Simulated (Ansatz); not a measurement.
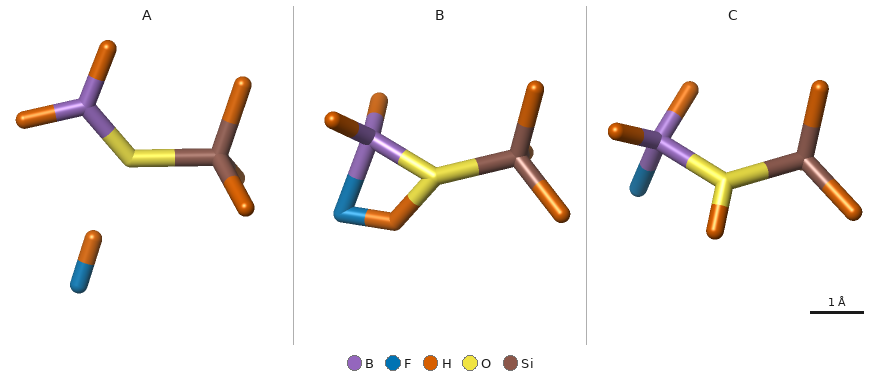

Three geometries of BSiH₆OF: a saddle point and the two minima that it joins, in shuffled order. The picture is a stick view, seen face on. Sticks join atoms that are closer than about 1.2 times the sum of their covalent radii (a little more with hydrogen).

Stationary points at PBE0-D4/def2-TZVP, single-point energies with PBE0-D4, wB97M-V, RPA@PBE, PBE-QIDH (def2-TZVPP where no basis is named; Ansatz 0.2.0). The energies are electronic, without zero-point or thermal terms, and both ends are the minima reached downhill from the saddle, with any fragments still in contact.

### Which frame is the transition state, what reaction does it lead through, and what barrier is to be expected?

Frame B is the saddle point. Counted by bonded pieces, C holds SiBH₆OF and A holds HF + SiBH₅O. From C over the saddle to A, a bond forms: F–H (2.52 → 1.10 → 0.94 Å). Bonds break: B–F (1.38 → 1.64 → 3.51 Å), H–O (0.96 → 1.28 → 1.73 Å). Bonds that stay but change much: B–O (1.68 → 1.51 → 1.36 Å). The saddle has one imaginary mode, 876i cm⁻¹. With PBE0-D4 the barrier is 82.9 kJ/mol from C and 65.3 kJ/mol from A, and A lies 17.5 kJ/mol above C.

| level | barrier from C (kJ/mol) | barrier from A (kJ/mol) | A less C (kJ/mol) |
| --- | --- | --- | --- |
| PBE0-D4 | 82.9 | 65.3 | 17.5 |
| wB97M-V | 86.5 | 69.2 | 17.2 |
| RPA@PBE | 82.3 | 72.4 | 9.9 |
| PBE-QIDH | 86.7 | 69.9 | 16.9 |
